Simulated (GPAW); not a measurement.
## Screening of a field by 1T-PtS2 monolayer

Wanted: the out-of-plane polarisability of 1T-PtS2 monolayer.

Program: GPAW 26.7.0. Level of theory: GPAW, PAW setups; layer in a repeated cell with vacuum, relaxation of atoms and in-plane cell, in the first sound run; inputs show where later runs differ. Results are calculated unless marked as measured.

### Step 1. Set-up

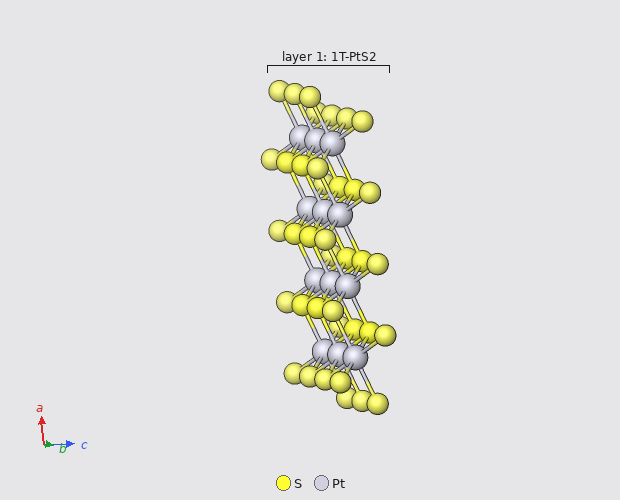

The cell as given, from the side, with the c axis across the page (sulfur yellow, platinum light grey). 3×2×1 cells are drawn. Some periodic images of atoms are drawn too.

The cell holds 3 atoms: 2 S and 1 Pt. Cell: a = 3.570 Å, b = 3.570 Å, c = 20.014 Å, α = 90.0°, β = 90.0°, γ = 120.0°. Vacuum lies along c.

### Step 2. Relaxation

Forces are removed first; all later runs use this geometry.

Input file run.py:

```python
import json
import numpy as np
from ase import Atoms
from ase.filters import FrechetCellFilter
from ase.optimize import BFGS
from gpaw import GPAW, PW

slab = Atoms(
    ['S', 'Pt', 'S'],
    positions=[
        [1.78500, 1.03057, 9.00000],
        [0.00000, 0.00000, 10.00704],
        [-0.00000, 2.06114, 11.01409]],
    cell=[[3.57, 0.0, 0.0], [-1.785, 3.09171, 0.0], [0.0, 0.0, 20.0141]],
    pbc=[True, True, True])

slab.calc = GPAW(mode=PW(600), xc='PBE', kpts={'size': (9, 9, 1), 'gamma': True},
                 occupations={'name': 'fermi-dirac', 'width': 0.05}, nbands='160%',
                 convergence={'density': 1e-05}, maxiter=200,
                 symmetry={'tolerance': 1e-3}, txt='slab.txt')
result = {}
# The in-plane cell is free; stress needs a cell that repeats along all three vectors
path = []
opt = BFGS(FrechetCellFilter(slab, mask=[1, 1, 0, 0, 0, 1]), maxstep=0.2)
opt.attach(lambda: path.append((slab.get_potential_energy(), slab.positions.tolist(), slab.get_forces().tolist())))
result['relaxed'] = bool(opt.run(fmax=0.02, steps=45))
result['path'] = path
result['cell'] = slab.cell.tolist()
print('in-plane lattice', slab.cell.cellpar().round(4)[[0, 1, 5]])
energy = slab.get_potential_energy()
fermi = slab.calc.get_fermi_level()
v = slab.calc.get_electrostatic_potential().mean((0, 1)) - fermi
n = slab.calc.get_pseudo_density().mean((0, 1))
L = slab.cell[2, 2]
z = np.arange(len(v)) * L / len(v)
low, high = slab.positions[:, 2].min(), slab.positions[:, 2].max()
below, above = np.interp([low - 6.8, high + 6.8], z, v)
slopes = [np.interp(x, z, np.gradient(v, z)) for x in (low - 6.8, high + 6.8)]
eps = np.array([[slab.calc.get_eigenvalues(k, s) for k in range(len(slab.calc.get_ibz_k_points()))]
                for s in range(slab.calc.get_number_of_spins())]) - fermi
top, bottom = eps[eps < 0].max(), eps[eps > 0].min()
dipole = slab.get_dipole_moment()[2]
print(f'energy {energy:.4f} eV, Fermi level {fermi:.4f} eV, dipole {dipole:.5f} e A')
print(f'potential 6.8 A off the faces, from the Fermi level: lower {below:.4f} eV, upper {above:.4f} eV')
print(f'slope of the potential there: lower {slopes[0]:.5f}, upper {slopes[1]:.5f} eV/A')
print(f'nearest levels on the mesh: {top:.4f} and {bottom:.4f} eV')
print('magnetic moment', round(slab.get_magnetic_moment(), 3))
result.update(energy=energy, fermi=fermi, dipole=dipole, below=below, above=above, slopes=slopes, edges=[top, bottom],
              z=z.tolist(), v=v.tolist(), n=n.tolist(), positions=slab.positions.tolist(),
              forces=slab.get_forces(apply_constraint=False).tolist(), moments=slab.get_magnetic_moments().tolist())
json.dump(result, open('result.json', 'w'))
```

On the command line:

```bash
> OMP_NUM_THREADS=1 OPENBLAS_NUM_THREADS=1 python run.py
```

Output:

```text
Step          Energy          fmax
BFGS:    0      -15.001198        3.175607
BFGS:    1      -15.377681        2.040537
BFGS:    2      -15.613838        0.659943
BFGS:    3      -15.634685        0.443726
BFGS:    4      -15.651065        0.557930
BFGS:    5      -15.673799        0.541525
BFGS:    6      -15.691675        0.329049
BFGS:    7      -15.698610        0.095869
BFGS:    8      -15.699329        0.012160
in-plane lattice [  3.5733   3.5733 120.    ]
energy -15.6993 eV, Fermi level -2.2903 eV, dipole -0.00012 e A
potential 6.8 A off the faces, from the Fermi level: lower 5.4812 eV, upper 5.4817 eV
slope of the potential there: lower -0.00010, upper -0.00012 eV/A
nearest levels on the mesh: -0.9196 and 0.8671 eV
magnetic moment 0.0
```

Run time: 6.6 min. Hardware: 1 thread of Arm Neoverse V1, shared host; peak memory 0.34 GiB.

Numbers from this step:

* dipole along the normal: -1.22e-4 e·Å
* levels nearest the Fermi level on the mesh: -0.9196, 0.8671 eV from the Fermi level

Table of electrostatic potential energy of an electron (without an applied field's), less the Fermi level, planar mean by z:

| z (Å) | electrostatic potential energy of an electron (without an applied field's), less the Fermi level, planar mean (eV) |
| --- | --- |
| 0 | 5.48 |
| 2 | 5.48 |
| 4 | 5.48 |
| 6 | 5.47 |
| 8 | 1.75 |
| 10 | -16.3 |
| 12 | 1.59 |
| 14 | 5.47 |
| 16 | 5.48 |
| 18 | 5.48 |

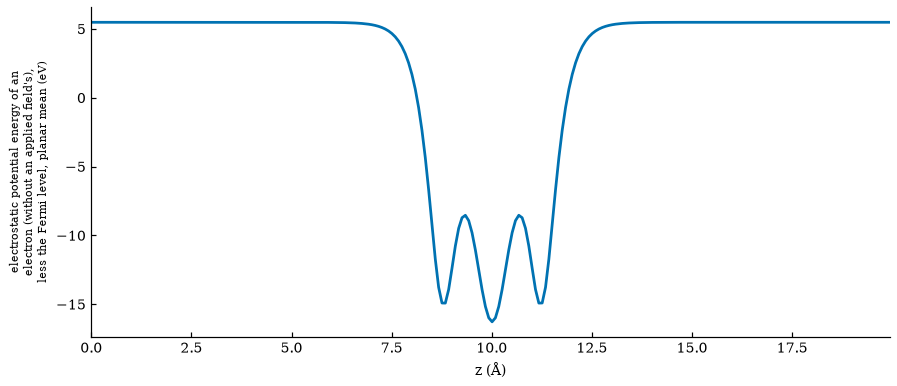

Electrostatic potential energy of an electron (without an applied field's), less the Fermi level, planar mean against z.

The pseudo valence density, planar mean by z:

| z (Å) | pseudo valence density, planar mean (e/Å³) |
| --- | --- |
| 5 | 2.3e-5 |
| 6 | 4.3e-4 |
| 7 | 0.00893 |
| 8 | 0.175 |
| 9 | 0.463 |
| 10 | 1.52 |
| 11 | 0.469 |
| 12 | 0.181 |
| 13 | 0.00938 |
| 14 | 4.5e-4 |
| 15 | 2.4e-5 |

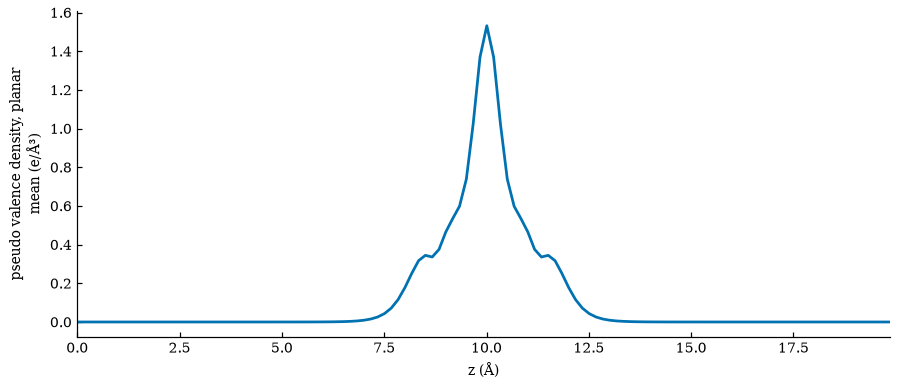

Pseudo valence density, planar mean against z.

The relaxation lowered the energy of the cell by 0.698 eV (energies extrapolated to zero smearing; the optimiser's log prints free energies). The largest force left on a free atom is 0.012 eV/Å.

### Step 3. Plane waves, PBE

With the geometry fixed, the planar mean of the potential gives the vacuum level on each side.

This step: GPAW, PAW setups; slab in vacuum (GPAW 26.7.0).

The cell differs from the one that the last finished run ended in (c 20.014 → 20.466 Å).

run.py, as its differences from that of step 2:

```diff
@@ -3,4 +3,2 @@
 from ase import Atoms
-from ase.filters import FrechetCellFilter
-from ase.optimize import BFGS
 from gpaw import GPAW, PW
@@ -10,21 +8,14 @@
     positions=[
-        [1.78500, 1.03057, 9.00000],
-        [0.00000, 0.00000, 10.00704],
-        [-0.00000, 2.06114, 11.01409]],
-    cell=[[3.57, 0.0, 0.0], [-1.785, 3.09171, 0.0], [0.0, 0.0, 20.0141]],
-    pbc=[True, True, True])
+        [1.78665, 1.03152, 9.00000],
+        [-0.00000, 0.00000, 10.23304],
+        [-0.00000, 2.06305, 11.46608]],
+    cell=[[3.5733, 0.0, 0.0], [-1.78665, 3.09457, 0.0], [0.0, 0.0, 20.4661]],
+    pbc=[True, True, False])
 
-slab.calc = GPAW(mode=PW(600), xc='PBE', kpts={'size': (9, 9, 1), 'gamma': True},
+slab.calc = GPAW(mode=PW(400), xc='PBE', kpts={'size': (9, 9, 1), 'gamma': True},
                  occupations={'name': 'fermi-dirac', 'width': 0.05}, nbands='160%',
                  convergence={'density': 1e-05}, maxiter=200,
+                 poissonsolver={'dipolelayer': 'xy'},
                  symmetry={'tolerance': 1e-3}, txt='slab.txt')
 result = {}
-# The in-plane cell is free; stress needs a cell that repeats along all three vectors
-path = []
-opt = BFGS(FrechetCellFilter(slab, mask=[1, 1, 0, 0, 0, 1]), maxstep=0.2)
-opt.attach(lambda: path.append((slab.get_potential_energy(), slab.positions.tolist(), slab.get_forces().tolist())))
-result['relaxed'] = bool(opt.run(fmax=0.02, steps=45))
-result['path'] = path
-result['cell'] = slab.cell.tolist()
-print('in-plane lattice', slab.cell.cellpar().round(4)[[0, 1, 5]])
 energy = slab.get_potential_energy()
```

Output:

```text
energy -15.6420 eV, Fermi level -2.3611 eV, dipole -0.00020 e A
potential 6.8 A off the faces, from the Fermi level: lower 5.4807 eV, upper 5.4839 eV
slope of the potential there: lower -0.00002, upper 0.00002 eV/A
nearest levels on the mesh: -0.9205 and 0.8674 eV
magnetic moment 0.0
```

Wall time 31 s (1 thread); peak memory 0.2 GiB.

This step gave:

```
dipole along the normal                    : -1.99e-4 e·Å
levels nearest the Fermi level on the mesh : -0.9205, 0.8674 eV from the Fermi level
upper work function                        : 5.484 eV
lower work function                        : 5.481 eV
upper ionisation energy                    : 6.404 eV
```

Electrostatic potential energy of an electron (without an applied field's), less the Fermi level, planar mean against z:

| z (Å) | electrostatic potential energy of an electron (without an applied field's), less the Fermi level, planar mean (eV) |
| --- | --- |
| 0 | 5.48 |
| 1 | 5.48 |
| 2 | 5.48 |
| 3 | 5.48 |
| 4 | 5.48 |
| 5 | 5.48 |
| 6 | 5.48 |
| 7 | 5.39 |
| 8 | 3.61 |
| 9 | -14.8 |
| 10 | -14.2 |
| 11 | -8.89 |
| 12 | -2.09 |
| 13 | 5.12 |
| 14 | 5.47 |
| 15 | 5.48 |
| 16 | 5.48 |
| 17 | 5.48 |
| 18 | 5.48 |
| 19 | 5.48 |
| 20 | 5.48 |

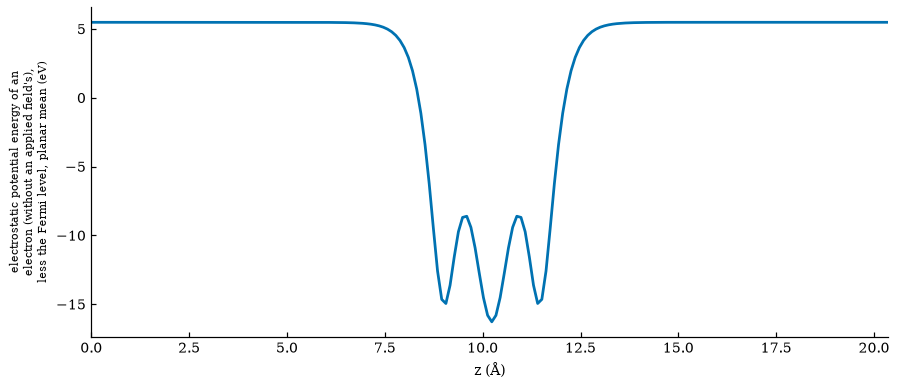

Electrostatic potential energy of an electron (without an applied field's), less the Fermi level, planar mean against z.

Pseudo valence density, planar mean against z:

| z (Å) | pseudo valence density, planar mean (e/Å³) |
| --- | --- |
| 4 | 0 |
| 6 | 2.3e-4 |
| 8 | 0.100 |
| 10 | 1.24 |
| 12 | 0.278 |
| 14 | 9.2e-4 |
| 16 | 2.7e-6 |

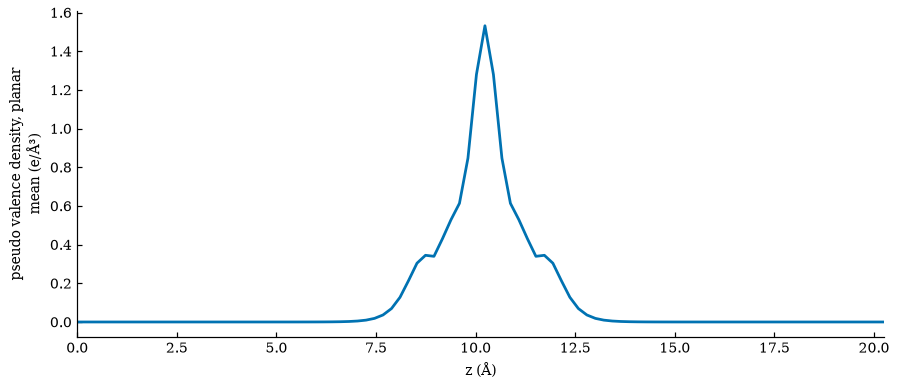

Pseudo valence density, planar mean against z.

The layer is gapped, so the Fermi level lies somewhere inside the gap, set by smearing and numerics, and these work functions are no property of the material; the band edges below the vacuum level are. The potential is flat to 2.4e-5 eV/Å where it is read, so the vacuum is wide enough.

### Step 4. Field on

A uniform field along the normal polarises the slab; the atoms stay fixed, so this is the electronic response alone.

run.py, as its differences from that of step 3:

```diff
@@ -4,2 +4,3 @@
 from gpaw import GPAW, PW
+from gpaw.external import ConstantElectricField
 
@@ -18,2 +19,3 @@
                  poissonsolver={'dipolelayer': 'xy'},
+                 external=ConstantElectricField(-0.2, [0, 0, 1]),
                  symmetry={'tolerance': 1e-3}, txt='slab.txt')
```

Output:

```text
energy -15.6474 eV, Fermi level -2.3628 eV, dipole -0.05418 e A
potential 6.8 A off the faces, from the Fermi level: lower 5.0414 eV, upper 5.9280 eV
slope of the potential there: lower -0.00002, upper 0.00003 eV/A
nearest levels on the mesh: -0.9200 and 0.8669 eV
magnetic moment 0.0
```

The job ended after 1.9 min (1 thread; peak memory 0.27 GiB).

This step gave:

| Quantity | Value |
| --- | --- |
| dipole along the normal | -0.05418 e·Å |
| levels nearest the Fermi level on the mesh | -0.9200, 0.8669 eV from the Fermi level |
| potential below the slab, the applied field's own ramp left out | 5.041 eV from the Fermi level |
| potential above the slab, the applied field's own ramp left out | 5.928 eV from the Fermi level |

Electrostatic potential energy of an electron (without an applied field's), less the Fermi level, planar mean against z:

| z (Å) | electrostatic potential energy of an electron (without an applied field's), less the Fermi level, planar mean (eV) |
| --- | --- |
| 0 | 5.48 |
| 2 | 5.04 |
| 4 | 5.04 |
| 6 | 5.04 |
| 8 | 3.22 |
| 10 | -14.2 |
| 12 | -1.76 |
| 14 | 5.91 |
| 16 | 5.93 |
| 18 | 5.93 |
| 20 | 5.93 |

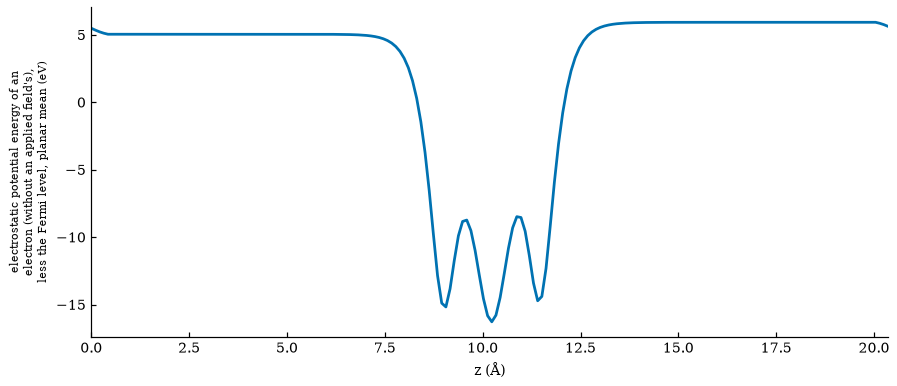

Electrostatic potential energy of an electron (without an applied field's), less the Fermi level, planar mean against z.

The dipole is now -0.0542 e Å, against -2.0e-4 in the run without a field.

### Step 5. In a field

run.py, as its differences from that of step 4:

```diff
@@ -19,3 +19,3 @@
                  poissonsolver={'dipolelayer': 'xy'},
-                 external=ConstantElectricField(-0.2, [0, 0, 1]),
+                 external=ConstantElectricField(-0.1, [0, 0, 1]),
                  symmetry={'tolerance': 1e-3}, txt='slab.txt')
```

Output:

```text
energy -15.6434 eV, Fermi level -2.3614 eV, dipole -0.02708 e A
potential 6.8 A off the faces, from the Fermi level: lower 5.2612 eV, upper 5.7044 eV
slope of the potential there: lower -0.00002, upper 0.00003 eV/A
nearest levels on the mesh: -0.9205 and 0.8671 eV
magnetic moment 0.0
```

Run time: 2 min. Hardware: 1 thread; peak memory 0.27 GiB.

Numbers from this step:

- dipole along the normal: -0.02708 e·Å
- levels nearest the Fermi level on the mesh: -0.9205, 0.8671 eV from the Fermi level
- potential below the slab, the applied field's own ramp left out: 5.261 eV from the Fermi level
- potential above the slab, the applied field's own ramp left out: 5.704 eV from the Fermi level

The electrostatic potential energy of an electron (without an applied field's), less the Fermi level, planar mean by z:

| z (Å) | electrostatic potential energy of an electron (without an applied field's), less the Fermi level, planar mean (eV) |
| --- | --- |
| 0 | 5.48 |
| 2 | 5.26 |
| 4 | 5.26 |
| 6 | 5.26 |
| 8 | 3.42 |
| 10 | -14.2 |
| 12 | -1.93 |
| 14 | 5.68 |
| 16 | 5.70 |
| 18 | 5.70 |
| 20 | 5.70 |

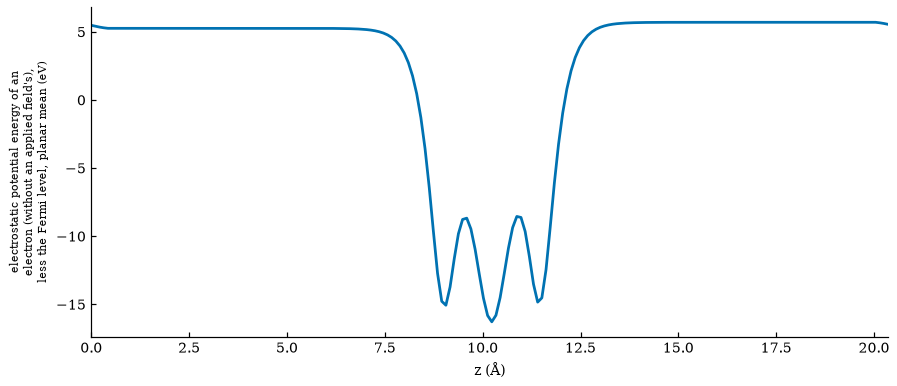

Electrostatic potential energy of an electron (without an applied field's), less the Fermi level, planar mean against z.

The dipole is now -0.0271 e Å, against -2.0e-4 in the run without a field.

### Step 6. Field on

run.py, as its differences from that of step 5:

```diff
@@ -19,3 +19,3 @@
                  poissonsolver={'dipolelayer': 'xy'},
-                 external=ConstantElectricField(-0.1, [0, 0, 1]),
+                 external=ConstantElectricField(-0.05, [0, 0, 1]),
                  symmetry={'tolerance': 1e-3}, txt='slab.txt')
```

Output:

```text
energy -15.6424 eV, Fermi level -2.3621 eV, dipole -0.01354 e A
potential 6.8 A off the faces, from the Fermi level: lower 5.3725 eV, upper 5.5941 eV
slope of the potential there: lower -0.00002, upper 0.00003 eV/A
nearest levels on the mesh: -0.9196 and 0.8682 eV
magnetic moment 0.0
```

Run time: 1.8 min. Hardware: 1 thread; peak memory 0.27 GiB.

### Step 7. Field on

run.py, as its differences from that of step 6:

```diff
@@ -19,3 +19,3 @@
                  poissonsolver={'dipolelayer': 'xy'},
-                 external=ConstantElectricField(-0.05, [0, 0, 1]),
+                 external=ConstantElectricField(0.05, [0, 0, 1]),
                  symmetry={'tolerance': 1e-3}, txt='slab.txt')
```

Output:

```text
energy -15.6424 eV, Fermi level -2.3621 eV, dipole 0.01354 e A
potential 6.8 A off the faces, from the Fermi level: lower 5.5941 eV, upper 5.3725 eV
slope of the potential there: lower -0.00003, upper 0.00002 eV/A
nearest levels on the mesh: -0.9196 and 0.8682 eV
magnetic moment 0.0
```

Elapsed: 1.8 min, on 1 thread; peak memory 0.27 GiB.

The electrostatic potential energy of an electron (without an applied field's), less the Fermi level, planar mean by z:

| z (Å) | electrostatic potential energy of an electron (without an applied field's), less the Fermi level, planar mean (eV) |
| --- | --- |
| 0 | 5.48 |
| 2 | 5.59 |
| 4 | 5.59 |
| 6 | 5.59 |
| 8 | 3.71 |
| 10 | -14.2 |
| 12 | -2.17 |
| 14 | 5.35 |
| 16 | 5.37 |
| 18 | 5.37 |
| 20 | 5.37 |

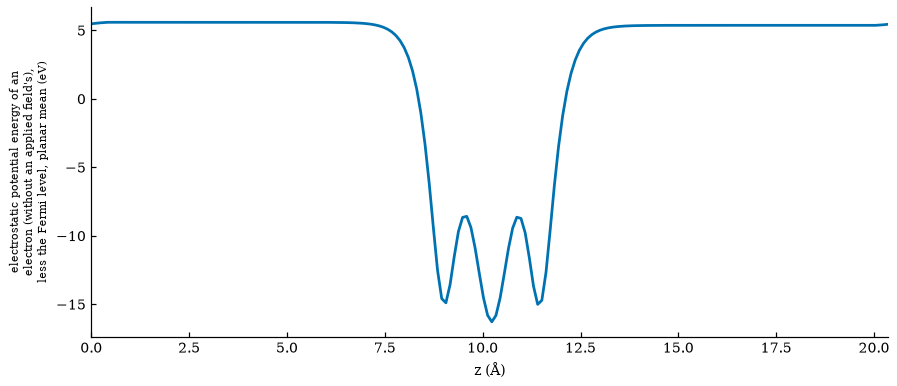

Electrostatic potential energy of an electron (without an applied field's), less the Fermi level, planar mean against z.

### Step 8. Field on

run.py, as its differences from that of step 7:

```diff
@@ -19,3 +19,3 @@
                  poissonsolver={'dipolelayer': 'xy'},
-                 external=ConstantElectricField(0.05, [0, 0, 1]),
+                 external=ConstantElectricField(0.1, [0, 0, 1]),
                  symmetry={'tolerance': 1e-3}, txt='slab.txt')
```

Output:

```text
energy -15.6434 eV, Fermi level -2.3614 eV, dipole 0.02708 e A
potential 6.8 A off the faces, from the Fermi level: lower 5.7043 eV, upper 5.2612 eV
slope of the potential there: lower -0.00003, upper 0.00002 eV/A
nearest levels on the mesh: -0.9205 and 0.8671 eV
magnetic moment 0.0
```

The job ended after 1.9 min (1 thread; peak memory 0.27 GiB).

The dipole is now 0.0271 e Å, against -2.0e-4 in the run without a field.

### Step 9. In a field

run.py, as its differences from that of step 8:

```diff
@@ -19,3 +19,3 @@
                  poissonsolver={'dipolelayer': 'xy'},
-                 external=ConstantElectricField(0.1, [0, 0, 1]),
+                 external=ConstantElectricField(0.2, [0, 0, 1]),
                  symmetry={'tolerance': 1e-3}, txt='slab.txt')
```

Output:

```text
energy -15.6474 eV, Fermi level -2.3628 eV, dipole 0.05418 e A
potential 6.8 A off the faces, from the Fermi level: lower 5.9280 eV, upper 5.0414 eV
slope of the potential there: lower -0.00003, upper 0.00002 eV/A
nearest levels on the mesh: -0.9200 and 0.8669 eV
magnetic moment 0.0
```

Elapsed: 1.9 min, on 1 thread; peak memory 0.27 GiB.

(Continued in part 2 of 2.)

[Logs are printed without paths, hosts, clocks, repeated set-up lines and the standing remarks that a program may print on its own settings, such as how far it seeks lower states.]

[Hosts, paths, dates, database ids (printed as entryN), source tags and the programs' standing remarks are cut or masked in the printed files.]
